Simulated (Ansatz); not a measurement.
Pressure series in VN

Consider VN in the rock salt structure (space group Fm-3m, No. 225).

Space group Fm-3m (No. 225); a = b = c = 4.117 Å, α = β = γ = 90.00°

```json
[
 {"atom": "N", "site": "4a", "symmetry": "m-3m", "x": "0.0000", "y": "0.0000", "z": "0.0000"},
 {"atom": "V", "site": "4b", "symmetry": "m-3m", "x": "0.5000", "y": "0.5000", "z": "0.5000"}
]
```
(The calculation used a cell of 2 atoms; values per cell refer to that cell.)

Cell and atoms are relaxed at each pressure.

Level of theory: Ansatz (a first-principles code), PBE, PAW, cutoff 420 eV, scalar-relativistic without spin-orbit coupling, earlier PAW set.

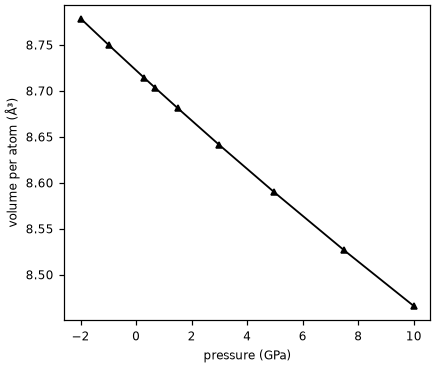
Volume against pressure

Estimate the zero-pressure bulk modulus from the plot.

About 310 GPa; a third-order Birch–Murnaghan fit to the points gives V₀ = 8.72 Å³/atom, B₀ = 314 GPa and B₀′ = 4.3.

Load acts through the strain it causes; cell and atoms are relaxed under it. No phonon test of stability was made. Competing high-pressure phases were not computed. Seeded moments were not kept for the base. All final runs are without spin polarisation.
